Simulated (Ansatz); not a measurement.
# B2H2S2O (SMILES SB1OBS1) at CCSD/cc-pVDZ

What is the vertical ionisation energy of B2H2S2O at CCSD/cc-pVDZ? 

The calculation is run with Ansatz 0.2.0.

67 further runs of the same task are left out: 67 set aside as unsound or not needed. Runs told in other sessions of the task aren't counted.

## 1. The structure to begin with

B2H2S2O has 7 atoms, charge 0, and is taken as a singlet. SMILES: `SB1OBS1`. The shape is that of a PBE0-D4/def2-TZVP optimisation. This is one conformer, not always the lowest.

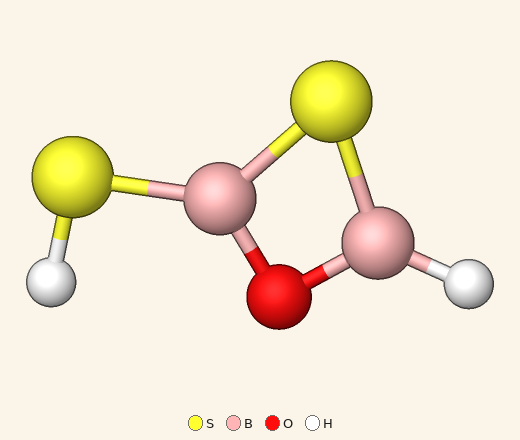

Viewed from a chosen angle; sulfur yellow, boron pink, oxygen red, hydrogen white.

## 2. The energy at CCSD/cc-pVDZ

The input, in.yaml:

```yaml
crystal:
  periodic: [false, false, false]
  atoms:
    - {symbol: S, position_ang: [-1.594700, 0.794600, 1.402500]}
    - {symbol: B, position_ang: [-0.211900, 0.312100, 0.389500]}
    - {symbol: O, position_ang: [-0.181400, -0.697300, -0.571400]}
    - {symbol: B, position_ang: [1.146800, -0.395600, -0.834200]}
    - {symbol: S, position_ang: [1.501400, 0.981700, 0.321000]}
    - {symbol: H, position_ang: [-2.432400, -0.120800, 0.882800]}
    - {symbol: H, position_ang: [1.833600, -0.942500, -1.636000]}
basis:
  gaussian: {orbitals: cc-pVDZ}
correlation: {method: ccsd, frozen_orbitals: {B: 1, H: 0, O: 1, S: 5}}
accuracy: high
scf: {omitted_lower_state_checks: [cluster_reference, increment]}
```

Run with:

```console
$ ansatz run in.yaml --threads 1 --pin off --max-ram 2610MiB --events-out events.jsonl --progress --plain --runs-dir runs
```

What it wrote, shortened:

```text
Warning: RAYON_NUM_THREADS=1 ignored (pool sized by the plan → 1); use --threads N
Functional definition: HF
  name "HF"
[...]
2018 factors; integrals over basis functions are off by at most 3.3e-9 eV
[...]
mean field -25051.36381944 eV, -920.6206399402 hartree, gradient 8.7e-8 eV, S^2 0.000000; 0 other end points of the search recorded, 0 dependent functions left out
13 core orbitals not correlated: weight in the atoms' cores, before any rotation towards them, 1.000 or more for the frozen orbitals, at most 0.000 for the correlated occupied ones
reference -25051.36381944 eV, -920.6206399402 hartree; 13, 13 occupied and 62, 62 virtual orbitals, 2018 factors
second order -16.34333948 eV of doubles, -0.00000000 eV of singles
cycle   1  -16.80212873 eV  change   -4.6e-1 eV  update   1.1e-1
[...]
cycle  22  -17.35879429 eV  change   9.9e-10 eV  update   1.9e-9
Total energy: -25068.72261373 eV, -921.2585638641 hartree
Checks for a lower state left out: cluster_reference, increment
```

Wall time 16 s (1 thread of Arm Neoverse V2, shared host); peak memory 0.48 GiB.

## 3. The doublet cation

The input, molecule.yaml:

```yaml
crystal:
  periodic: [false, false, false]
  atoms:
    - {symbol: S, position_ang: [-1.594700, 0.794600, 1.402500]}
    - {symbol: B, position_ang: [-0.211900, 0.312100, 0.389500]}
    - {symbol: O, position_ang: [-0.181400, -0.697300, -0.571400]}
    - {symbol: B, position_ang: [1.146800, -0.395600, -0.834200]}
    - {symbol: S, position_ang: [1.501400, 0.981700, 0.321000]}
    - {symbol: H, position_ang: [-2.432400, -0.120800, 0.882800]}
    - {symbol: H, position_ang: [1.833600, -0.942500, -1.636000]}
basis:
  gaussian: {orbitals: cc-pVDZ}
total_charge: 1
magnetization: {spin_polarized: true, initial_magnetization: 1}
correlation: {method: ccsd, frozen_orbitals: {B: 1, H: 0, O: 1, S: 5}}
accuracy: high
scf: {omitted_lower_state_checks: [cluster_reference, increment]}
```

Run with:

```console
$ ansatz run molecule.yaml --threads 1 --pin off --max-ram 2610MiB --events-out events.jsonl --progress --plain --runs-dir runs
```

What it wrote, shortened:

```text
Warning: RAYON_NUM_THREADS=1 ignored (pool sized by the plan → 1); use --threads N
[... 2 set-up lines as earlier in the session ...]
[...]
2018 factors; integrals over basis functions are off by at most 3.3e-9 eV
[...]
mean field -25042.11256942 eV, -920.2806627726 hartree, gradient 1.8e-8 eV, S^2 0.766568; 2 other end points of the search recorded, 0 dependent functions left out
13 core orbitals not correlated: weight in the atoms' cores, before any rotation towards them, 1.000 or more for the frozen orbitals, at most 0.000 for the correlated occupied ones
reference -25042.11256942 eV, -920.2806627726 hartree; 13, 12 occupied and 62, 63 virtual orbitals, 2018 factors
second order -15.61164010 eV of doubles, -0.00000000 eV of singles
cycle   1  -16.14819386 eV  change   -5.4e-1 eV  update   1.2e-1
[...]
cycle  32  -16.79948819 eV  change    1.7e-9 eV  update   2.7e-9
Total energy: -25058.91205761 eV, -920.8980325764 hartree
Checks for a lower state left out: cluster_reference, increment
```

Run time: 68 s. Hardware: 1 thread of Arm Neoverse V2, shared host; peak memory 0.88 GiB.

## 4. Summary of results

At CCSD/cc-pVDZ, 13 core orbitals frozen:

```
                                                     quantity          value
                                singlet B2H2S2O: total energy  -921.25856 Eh
singlet B2H2S2O: correlation energy (13 core orbitals frozen)     -637.9 mEh
                               singlet B2H2S2O: T1 diagnostic          0.016
                                 doublet cation: total energy  -920.89803 Eh
 doublet cation: correlation energy (13 core orbitals frozen)     -617.4 mEh
            doublet cation: ⟨S²⟩ of the reference determinant          0.767
                                doublet cation: T1 diagnostic          0.028
           vertical ionisation energy (to the doublet cation)       9.811 eV
```

**Reading.** The vertical ionisation energy comes to 9.81 eV (226 kcal/mol).
